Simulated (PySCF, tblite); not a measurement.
# H7NO3Si2, a small molecule taken as a stand-in for a surface group (hydroxylated Si): NMR shifts, core binding energies and electronic excitations, part 2 of 2

tblite 0.8.0 and PySCF 2.14.0. Atoms count from 0, parts from 1. Earlier steps stand in the parts before.

## 5. Core holes by ΔSCF: SCAN, X2C

Job settings and geometry (Å):

```
{"job": {"kind": "xps", "holes": 5}, "charge": 0, "multiplicity": 1}
O      0.478122    -2.245458     0.382854
Si    -0.420694    -0.860109     0.381611
O     -1.993641    -1.348665     0.325430
O      0.038463    -0.039855     1.748414
N     -0.189361     0.226520    -0.927071
Si     0.769922     1.678533    -0.883741
H      1.382474    -2.164043     0.698005
H     -2.159972    -2.205468     0.730192
H     -0.424891     0.782870     1.931767
H     -0.661617     0.011035    -1.799548
H      0.753939     2.275335    -2.252188
H      0.227756     2.689110     0.080665
H      2.185262     1.407976    -0.485333
```

Method: delta-SCF UKS SCAN, pcX-2 on the ionised atom, pcseg-1 elsewhere, spin-free X2C.

What it wrote:

```text
ground state, core basis on atom 0 (O), 158 functions
  cycle   1  E = -864.67719362  |g| = 1.24e+00
  cycle   2  E = -864.18661202  |g| = 2.02e+00
  cycle   3  E = -864.95226557  |g| = 1.33e-01
  cycle   4  E = -864.95384670  |g| = 9.36e-02
  cycle   5  E = -864.95556229  |g| = 1.24e-02
  cycle   6  E = -864.95558625  |g| = 4.12e-03
  cycle   7  E = -864.95559084  |g| = 2.67e-03
  cycle   8  E = -864.95559185  |g| = 4.90e-04
  E(ground) = -865.03104893 Eh
hole in O 1s of atom 0
  cycle   1  E = -844.35159645  |g| = 2.22e+00
  cycle   2  E = -842.35698097  |g| = 2.52e+00
  cycle   3  E = -844.91317126  |g| = 7.19e-01
  cycle   4  E = -845.08044918  |g| = 4.12e-01
  cycle   5  E = -845.14673843  |g| = 1.55e-01
  cycle   6  E = -845.15615909  |g| = 5.07e-02
  cycle   7  E = -845.15708303  |g| = 1.68e-02
  cycle   8  E = -845.15718791  |g| = 3.37e-03
  cycle   9  E = -845.15719486  |g| = 2.04e-03
  cycle  10  E = -845.15719471  |g| = 9.32e-04
  cycle  11  E = -845.15719452  |g| = 1.68e-04
  E(ion) = -845.23364661 Eh   <S^2> = 0.7614   hole on atom = 1.000   binding energy = 538.715 eV
ground state, core basis on atom 1 (Si), 169 functions
  cycle   1  E = -865.04399390  |g| = 3.02e-01
  cycle   2  E = -865.04231018  |g| = 1.41e-01
  cycle   3  E = -865.04208634  |g| = 1.39e-01
  cycle   4  E = -865.04556520  |g| = 2.27e-02
  cycle   5  E = -865.04565342  |g| = 3.35e-03
  cycle   6  E = -865.04565539  |g| = 8.31e-04
  cycle   7  E = -865.04565719  |g| = 1.47e-04
  E(ground) = -865.08291203 Eh
hole in Si 2p of atom 1
  cycle   1  E = -860.74119431  |g| = 1.25e+00
  cycle   2  E = -860.55099588  |g| = 1.23e+00
  cycle   3  E = -860.98453812  |g| = 3.99e-01
  cycle   4  E = -861.04692255  |g| = 1.06e-01
  cycle   5  E = -861.05012212  |g| = 4.00e-02
  cycle   6  E = -861.05073036  |g| = 1.46e-02
  cycle   7  E = -861.05080726  |g| = 7.08e-03
  cycle   8  E = -861.05082996  |g| = 6.31e-04
  cycle   9  E = -861.05082977  |g| = 3.29e-04
  E(ion) = -861.09835459 Eh   <S^2> = 0.7514   hole on atom = 1.003   binding energy = 108.425 eV
  2p3/2 = 108.238 eV   2p1/2 = 108.864 eV
ground state, core basis on atom 2 (O), 158 functions
  cycle   1  E = -864.95399133  |g| = 1.02e-01
  cycle   2  E = -864.95339459  |g| = 7.42e-02
  cycle   3  E = -864.95381860  |g| = 5.66e-02
  cycle   4  E = -864.95437027  |g| = 5.85e-03
  cycle   5  E = -864.95437848  |g| = 1.16e-03
  cycle   6  E = -864.95437833  |g| = 4.04e-04
  E(ground) = -865.03122248 Eh
hole in O 1s of atom 2
  cycle   1  E = -844.34845109  |g| = 2.22e+00
  cycle   2  E = -842.22547689  |g| = 2.52e+00
  cycle   3  E = -844.90794474  |g| = 7.13e-01
  cycle   4  E = -845.09902916  |g| = 3.47e-01
  cycle   5  E = -845.14197658  |g| = 1.68e-01
  cycle   6  E = -845.15374932  |g| = 4.39e-02
  cycle   7  E = -845.15441742  |g| = 1.75e-02
  cycle   8  E = -845.15452855  |g| = 3.30e-03
  cycle   9  E = -845.15453186  |g| = 9.94e-04
  cycle  10  E = -845.15453219  |g| = 7.16e-04
  cycle  11  E = -845.15453313  |g| = 2.42e-04
  E(ion) = -845.23245201 Eh   <S^2> = 0.7615   hole on atom = 1.000   binding energy = 538.752 eV
ground state, core basis on atom 3 (O), 158 functions
  cycle   1  E = -864.95321098  |g| = 1.21e-01
  cycle   2  E = -864.95049861  |g| = 1.47e-01
  cycle   3  E = -864.95407971  |g| = 4.15e-02
  cycle   4  E = -864.95437910  |g| = 7.90e-03
  cycle   5  E = -864.95439100  |g| = 2.16e-03
  cycle   6  E = -864.95438972  |g| = 3.23e-04
  E(ground) = -865.03047458 Eh
hole in O 1s of atom 3
  cycle   1  E = -844.34595055  |g| = 2.22e+00
  cycle   2  E = -842.48225845  |g| = 2.54e+00
  cycle   3  E = -844.83282713  |g| = 8.55e-01
  cycle   4  E = -845.07623359  |g| = 4.17e-01
  cycle   5  E = -845.14880282  |g| = 1.19e-01
  cycle   6  E = -845.15415843  |g| = 4.76e-02
  cycle   7  E = -845.15495594  |g| = 1.49e-02
  cycle   8  E = -845.15504039  |g| = 2.42e-03
  cycle   9  E = -845.15504407  |g| = 8.17e-04
  cycle  10  E = -845.15504349  |g| = 2.87e-04
  E(ion) = -845.23198938 Eh   <S^2> = 0.7614   hole on atom = 1.000   binding energy = 538.744 eV
ground state, core basis on atom 4 (N), 158 functions
  cycle   1  E = -864.93800015  |g| = 9.76e-02
  cycle   2  E = -864.93630108  |g| = 1.17e-01
  cycle   3  E = -864.93864041  |g| = 3.11e-02
  cycle   4  E = -864.93881087  |g| = 8.40e-03
  cycle   5  E = -864.93882536  |g| = 1.12e-03
  cycle   6  E = -864.93882207  |g| = 2.24e-04
  E(ground) = -865.01554312 Eh
hole in N 1s of atom 4
  cycle   1  E = -849.36849943  |g| = 1.87e+00
  cycle   2  E = -848.69478809  |g| = 2.09e+00
  cycle   3  E = -850.01261013  |g| = 4.36e-01
  cycle   4  E = -850.04918402  |g| = 2.87e-01
  cycle   5  E = -850.07908420  |g| = 5.27e-02
  cycle   6  E = -850.07993799  |g| = 2.21e-02
  cycle   7  E = -850.08010789  |g| = 7.20e-03
  cycle   8  E = -850.08013046  |g| = 1.34e-03
  cycle   9  E = -850.08012982  |g| = 6.90e-04
  cycle  10  E = -850.08013204  |g| = 5.29e-04
  cycle  11  E = -850.08013054  |g| = 7.92e-05
  E(ion) = -850.15521483 Eh   <S^2> = 0.7647   hole on atom = 1.000   binding energy = 404.370 eV
```

Wall time 36 s (1 thread of Intel Xeon Platinum 8488C, shared host); peak memory 0.6 GiB.

The holes in one table. −ε is the ground-state orbital energy:

```
       hole  stands for                 environment  ΔSCF (eV; 2p as the shell's mean)  −ε (eV)   ⟨S²⟩
  O1s on O0          O0      oxygen bonded to Si, H                             538.71    516.6  0.761
Si2p on Si1         Si1    silicon bonded to N, 3 O                             108.45     97.2  0.751
  O1s on O2          O2      oxygen bonded to Si, H                             538.75    516.7  0.761
  O1s on O3          O3      oxygen bonded to Si, H                             538.74    516.8  0.761
  N1s on N4          N4  nitrogen bonded to 2 Si, H                             404.37    385.5  0.765
```

With the spin-orbit splitting: Si1 2p3/2 108.24, 2p1/2 108.86 eV. The table gives each 2p level as the mean over the whole 2p shell (two parts 2p3/2, one part 2p1/2), which differs a little from the single hole in the log.

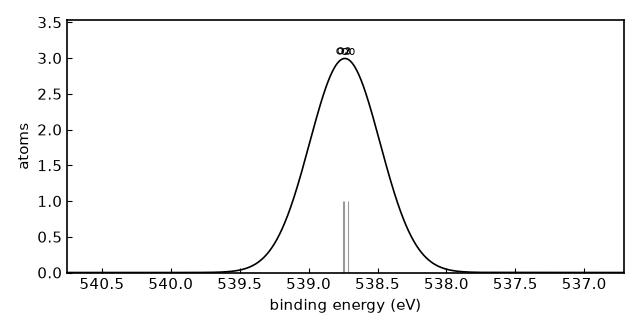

The O1s photoelectron lines, weighted by the number of atoms. Lines are broadened to a width of 0.60 eV (Gaussian).

## 6. Excited states and response: CAM-B3LYP/def2-SVPD

Settings changed since step 5:

```diff
@@ -1,2 +1,2 @@
-{"job": {"kind": "xps", "holes": 5}, "charge": 0, "multiplicity": 1}
+{"job": {"kind": "uv", "xc": "CAM-B3LYP", "basis": "def2-SVPD", "nstates": 6, "ntriplets": 2, "ip": true}, "charge": 0, "multiplicity": 1}
 O      0.478122    -2.245458     0.382854
```

Level: TDDFT CAM-B3LYP/def2-SVPD, vertical, gas phase, core orbitals frozen in the response.

What it wrote:

```text
coarse grid: 11912 points
cycle   1  E = -863.0202333182  dE =  6.165e-01  |g| = 1.092e+00  |ddm| = 4.646e+00
cycle   2  E = -862.9314873885  dE =  8.875e-02  |g| = 1.319e+00  |ddm| = 3.060e+00
cycle   3  E = -863.2459048559  dE = -3.144e-01  |g| = 6.066e-02  |ddm| = 1.547e+00
cycle   4  E = -863.2464118860  dE = -5.070e-04  |g| = 3.535e-02  |ddm| = 1.089e-01
cycle   5  E = -863.2466620765  dE = -2.502e-04  |g| = 8.474e-03  |ddm| = 3.947e-02
cycle   6  E = -863.2466784728  dE = -1.640e-05  |g| = 8.825e-04  |ddm| = 1.459e-02
cycle   7  E = -863.2466786803  dE = -2.075e-07  |g| = 4.643e-04  |ddm| = 2.651e-03
final grid: 106072 points
cycle   8  E = -863.3755549596  dE = -2.062e-05  |g| = 2.231e-03  |ddm| = 3.534e-02
cycle   9  E = -863.3755548261  dE =  1.335e-07  |g| = 2.554e-03  |ddm| = 5.969e-03
cycle  10  E = -863.3755561610  dE = -1.335e-06  |g| = 1.838e-04  |ddm| = 2.252e-03
cycle  11  E = -863.3755561693  dE = -8.259e-09  |g| = 1.259e-04  |ddm| = 4.477e-04
cycle  12  E = -863.3755561723  dE = -3.000e-09  |g| = 2.577e-05  |ddm| = 1.318e-04
cycle  13  E = -863.3755561724  dE = -1.482e-10  |g| = 6.864e-06  |ddm| = 5.899e-05
converged SCF energy = -863.3755561724

Static polarisability (au): isotropic 68.780, principal 63.763 64.940 77.637

Singlet excitations
state   eV       nm        f      main configurations
  1   6.5287    189.9   0.00606   H->L 0.83, H->L+2 0.11
  2   7.6880    161.3   0.03213   H->L+1 0.40, H->L+2 0.39, H->L+3 0.08
  3   7.7964    159.0   0.00652   H->L+1 0.26, H->L+5 0.21, H->L+2 0.21
  4   7.9395    156.2   0.01882   H->L+5 0.57, H->L+3 0.13, H-1->L 0.11
  5   7.9869    155.2   0.00914   H->L+3 0.28, H->L+4 0.24, H->L+1 0.17
  6   8.0463    154.1   0.03348   H-1->L 0.54, H-2->L 0.17

Triplet excitations (Tamm-Dancoff, eV): 6.2503 7.3678
Vertical ionisation energy (delta-SCF) = 9.9796 eV
```

Wall time 54 s (1 thread of Intel Xeon Platinum 8488C, shared host); peak memory 1 GiB.

Frontier orbitals and where they lie:

```
orbital      eV                       atoms
 HOMO−3  -11.19  O0 24 %, Si5 20 %, O3 18 %
 HOMO−2  -11.02  O0 27 %, O2 24 %, Si5 12 %
 HOMO−1  -10.78  O2 28 %, O3 27 %, Si5 14 %
   HOMO   -9.19  N4 55 %, Si5 14 %, H11 7 %
   LUMO    0.40  Si1 30 %, Si5 12 %, O0 9 %
 LUMO+1    1.32  Si5 33 %, O2 13 %, H10 9 %
 LUMO+2    1.61  Si5 28 %, O0 11 %, H11 9 %
```

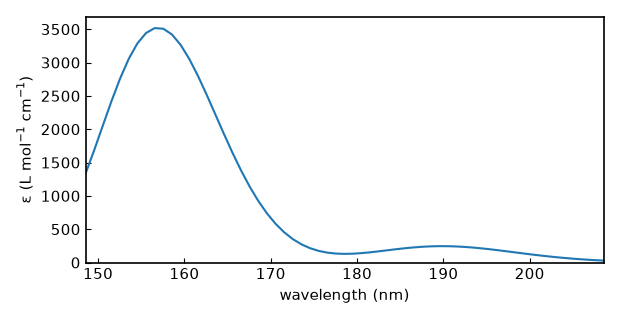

Absorption spectrum: each of the 6 states is a Gaussian band of 0.4 eV half-width at 1/e. Beyond the last state computed it falls off for lack of states.

Further results of this job:

```
           property  computed
  dipole moment (D)      0.31
polarisability (Å³)     10.19
 HOMO–LUMO gap (eV)      9.59
      −ε(HOMO) (eV)      9.19
```

## 7. Summary of results

What follows sums up all 2 parts.

| quantity | value |
| --- | --- |
| point group | C1 |
| rotational constants (main isotopes) | 3.83, 1.41, 1.36 GHz |
| $^{1}$H shifts against TMS (PBE0/pcSseg-1) | 4.61, 4.54, 4.50, 1.85, 1.83, 1.77, 0.36 ppm |
| $^{17}$O shifts against H2O (PBE0/pcSseg-1) | 56.5, 52.4, 50.6 ppm |
| $^{29}$Si shifts against TMS (PBE0/pcSseg-1) | -55.0, -55.6 ppm |
| $^{15}$N shifts against NH3 (PBE0/pcSseg-1) | 15.3 ppm |
| O1s binding energies, SCAN/pcX-2 | O2 538.75, O3 538.74, O0 538.71 eV |
| Si2p binding energies, SCAN/pcX-2 (standing for 1 of 2 atoms) | Si1 108.45 eV |
| N1s binding energies, SCAN/pcX-2 | N4 404.37 eV |
| lowest singlet (CAM-B3LYP/def2-SVPD) | 6.53 eV (190 nm), f = 0.006 |
| brightest single state of those computed | state 6, 8.05 eV, f = 0.033 |
| lowest triplet | 6.25 eV |
| vertical ionisation energy (ΔSCF) | 9.98 eV |

What this shows: Over 18 steps the energy fell by 0.186 eV; of the close pairs, Si5–H12 changed most, 1.449 to 1.495 Å (PBE0/def2-SVP). At PBE0/pcSseg-1: Shielding is most anisotropic at Si5 (span 107 ppm, paramagnetic term -472 ppm). The O1s levels computed lie within 0.04 eV of one another, too close to rank. The first singlet state (HOMO→LUMO 0.83, HOMO→LUMO+2 0.11) lies at 6.53 eV and is weak; of the 6 states computed, the strongest absorption comes from state 6 at 8.05 eV (the last computed, so partners may be missing). The lowest triplet lies 0.28 eV below the lowest singlet (triplets in Tamm-Dancoff, singlets in full TDDFT). The orbital energy would give 9.19 eV for ionisation, ΔSCF gives 9.98 eV. A capped cluster stands for the solid here, so long-range fields and strain are missing, and bands or shifts of the capping hydrogens have no counterpart in it.
